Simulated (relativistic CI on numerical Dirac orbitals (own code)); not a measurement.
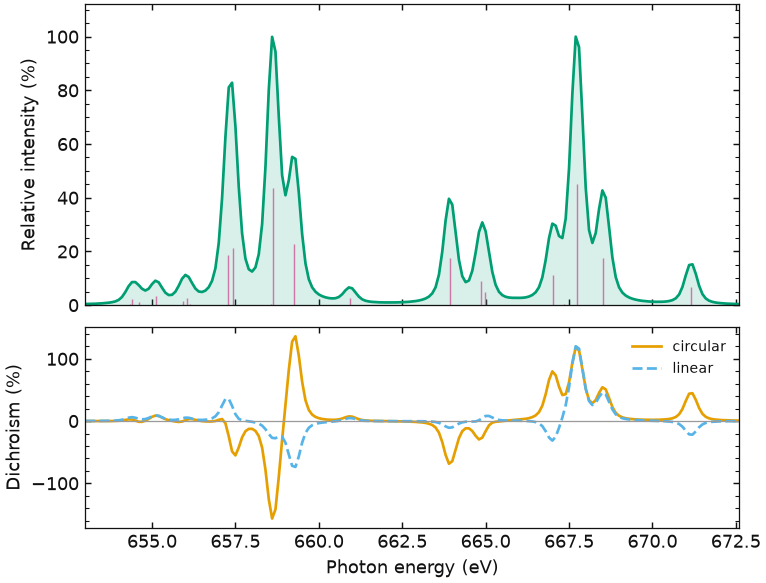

Computed core-level spectrum (absorption) of an ion of charge +6 in no crystal field (free ion). Sticks are the strongest transitions, on a scale of their own. Multiplet model: relativistic Dirac–Coulomb–Breit theory, one configuration a step, Slater integrals scaled by 0.7, 10 K, Voigt broadening (Lorentzian 0.24 eV, Gaussian 0.3 eV full widths), computed with a radial Dirac CI code. Dichroism is for the ground state at zero temperature, magnetised by an exchange field of 10 meV on Sz (linear: z less the mean of x and y).

**Which element and which edge or line is it?**

L₂,₃ X-ray absorption of Mn⁶⁺ (manganese, Z = 25), initial configuration [Ar] 3d. The main maxima lie at 654.5 eV (9), 655.1 eV (9), 656.0 eV (11), 657.4 eV (83), 658.6 eV (100), 659.2 eV (55), 663.9 eV (40), 664.9 eV (31), 667.0 eV (30), 667.7 eV (100), 668.5 eV (43) and 671.2 eV (15), heights in % of the largest; the centroid is at 662.4 eV. The lower edge holds 0.66 of the intensity (branching ratio, edges parted at 666 eV, split at the minimum of the curve and uncertain by about 0.02), and the core spin-orbit splitting of the orbitals is 10.8 eV. The ground state has S = 0.50. The circular dichroism (Δm = −1 less Δm = +1) is largest at 658.6 eV, −157 % of the isotropic maximum; its integrals over the lower and upper edge are −0.080 and 0.179 of the sum over the three polarisations. The magnetised ground state has ⟨Lz⟩ = 1.82 and ⟨Sz⟩ = −0.32.

Caveat: free-ion energies, so absolute edge positions are off by a few eV from solids.
